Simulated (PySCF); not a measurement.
In(Vi)(OH)2, SMILES C=[CH][In]([OH])[OH] (C₂H₅InO₂) at its PBE0/def2-SVP optimised geometry (Å):

```
10

In     0.3811    -0.3908     0.0000
C     -0.7934     1.3822     0.0000
C     -2.1299     1.3727     0.0259
H     -0.2695     2.3451    -0.0217
H     -2.7128     2.3025     0.0260
H     -2.7184     0.4484     0.0487
O      2.3746    -0.3908     0.0000
H      2.7184    -1.2918    -0.0033
O     -0.2913    -2.2781     0.0007
H     -1.2521    -2.3451     0.0022
```

Method: PBE0/def2-TZVP, def2 effective core potentials past Kr (PySCF). The core electrons that the potentials of In replace are not part of the density. Cells within 0.4 Å of a nucleus heavier than hydrogen are left out (blank, or x).

Map of the HOMO−1 amplitude (bohr^(-3/2)) on the plane z = 0.0 Å; orbital energy -8.25 eV, overall sign arbitrary:

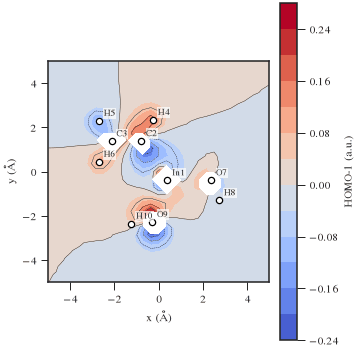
Figure: HOMO−1 amplitude (bohr^(-3/2)) on the plane z = 0.0 Å.
